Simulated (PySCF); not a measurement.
# HCl: one change and its effect

System: HCl, SMILES Cl.
Method of run 1: GIAO PBE0/pcSseg-1 NMR shielding, non-relativistic, IEF-PCM chloroform (PySCF 2.14.0).

The geometry comes from this level: PBE0-D3(BJ)/def2-SVP. Text and figures count atoms from 1; the logs count them from 0 in places.

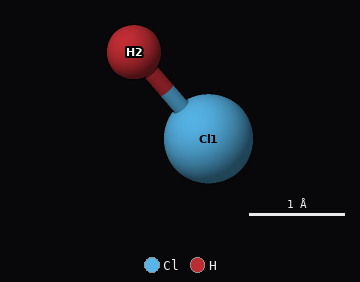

**Figure 1.** The input geometry (ball-and-stick view, seen at an oblique angle; atoms are numbered from 1 in the order of the input). Bond lengths as drawn: Cl–H 1.29 Å.

### Input file, run 1
```
{"job": {"kind": "nmr", "xc": "PBE0", "basis": "pcSseg-1", "solvent": "chloroform", "pop": false}, "charge": 0, "multiplicity": 1}
Cl     0.645278    -0.005613    -0.005897
H     -0.639768     0.008143    -0.022403
```

The first line tells a small driver script what to run in PySCF; the rest is the geometry in Å.

Hardware: 1 CPU thread, shared host.

### Output (run 1)
```
coarse grid: 2248 points
cycle   1  E = -460.6190238488  dE = -5.071e-02  |g| = 1.745e-01  |ddm| = 9.746e-01
cycle   2  E = -460.6235670550  dE = -4.543e-03  |g| = 1.481e-01  |ddm| = 3.583e-01
cycle   3  E = -460.6287046463  dE = -5.138e-03  |g| = 9.222e-03  |ddm| = 1.534e-01
cycle   4  E = -460.6287121130  dE = -7.467e-06  |g| = 9.109e-04  |ddm| = 4.783e-03
final grid: 17120 points
cycle   5  E = -460.6333732654  dE = -5.604e-06  |g| = 2.446e-03  |ddm| = 4.578e-03
cycle   6  E = -460.6333734927  dE = -2.273e-07  |g| = 1.517e-03  |ddm| = 2.848e-03
cycle   7  E = -460.6333738408  dE = -3.481e-07  |g| = 1.432e-04  |ddm| = 1.449e-03
cycle   8  E = -460.6333738460  dE = -5.235e-09  |g| = 5.645e-06  |ddm| = 1.678e-04
cycle   9  E = -460.6333738460  dE = -4.036e-12  |g| = 2.055e-06  |ddm| = 6.741e-06
converged SCF energy = -460.6333738460

GIAO shielding tensors (ppm)
atom      isotropic    diamagn.    paramagn.     s11        s22        s33       span
  0 Cl     961.564    1146.657    -185.093    867.765    867.766   1149.162    281.397
  1 H       29.342      27.778       1.564     21.979     21.979     44.067     22.088
```

For run 2 the input was changed thus:
```diff
-"solvent": "chloroform"
+"solvent": "tetrahydrofuran"
```

Predict how the results change.

The total energy of run 2 is 0.36 kcal/mol lower: the change of the electrostatic solvation energy at this fixed geometry, without cavity or dispersion terms. The LUMO goes from 0.78 to 0.84 eV. The dipole moment goes from 1.71 to 1.75 D. Of all shieldings, the largest change is that of Cl1, by +2.5 ppm. The number of SCF iterations is the same.

### Output (run 2)
```
coarse grid: 2248 points
cycle   1  E = -460.6199073076  dE = -5.158e-02  |g| = 1.722e-01  |ddm| = 9.745e-01
cycle   2  E = -460.6244071284  dE = -4.500e-03  |g| = 1.449e-01  |ddm| = 3.531e-01
cycle   3  E = -460.6292753969  dE = -4.868e-03  |g| = 9.157e-03  |ddm| = 1.502e-01
cycle   4  E = -460.6292827597  dE = -7.363e-06  |g| = 9.467e-04  |ddm| = 4.757e-03
final grid: 17120 points
cycle   5  E = -460.6339433564  dE = -5.622e-06  |g| = 2.449e-03  |ddm| = 4.570e-03
cycle   6  E = -460.6339435909  dE = -2.345e-07  |g| = 1.511e-03  |ddm| = 2.840e-03
cycle   7  E = -460.6339439341  dE = -3.433e-07  |g| = 1.410e-04  |ddm| = 1.438e-03
cycle   8  E = -460.6339439391  dE = -5.015e-09  |g| = 6.551e-06  |ddm| = 1.658e-04
cycle   9  E = -460.6339439391  dE = -7.844e-12  |g| = 2.473e-06  |ddm| = 7.456e-06
converged SCF energy = -460.6339439391

GIAO shielding tensors (ppm)
atom      isotropic    diamagn.    paramagn.     s11        s22        s33       span
  0 Cl     964.041    1146.706    -182.665    871.479    871.480   1149.164    277.685
  1 H       29.183      27.671       1.512     21.774     21.774     44.000     22.226
```

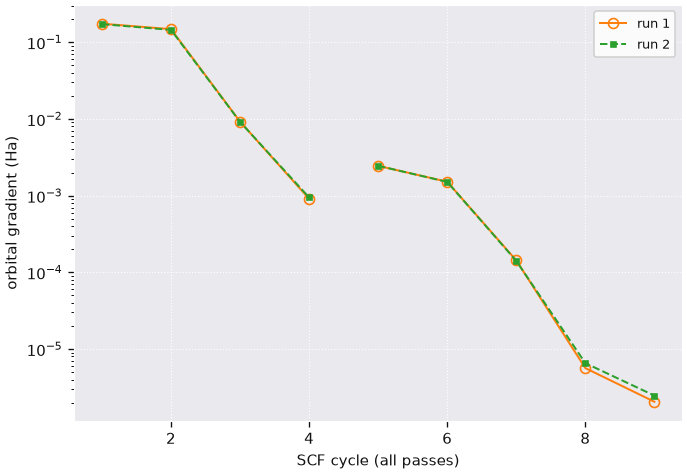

**Figure 2.** Convergence of the two runs: orbital gradient against the SCF cycle. A break in a curve parts two SCF passes (coarse and final grid). Run 1 takes 9 cycles in all, and run 2 takes 9.

### The two runs side by side

```csv
quantity,run 1,run 2
outcome,converged,converged
total energy (hartree),−460.633374,−460.633944
HOMO (eV),−9.38,−9.38
LUMO (eV),0.78,0.84
dipole moment (D),1.71,1.75
shielding of Cl1 (ppm),961.6,964.0
shielding of H2 (ppm),29.3,29.2
SCF iterations,9,9
basis functions,29,29
```
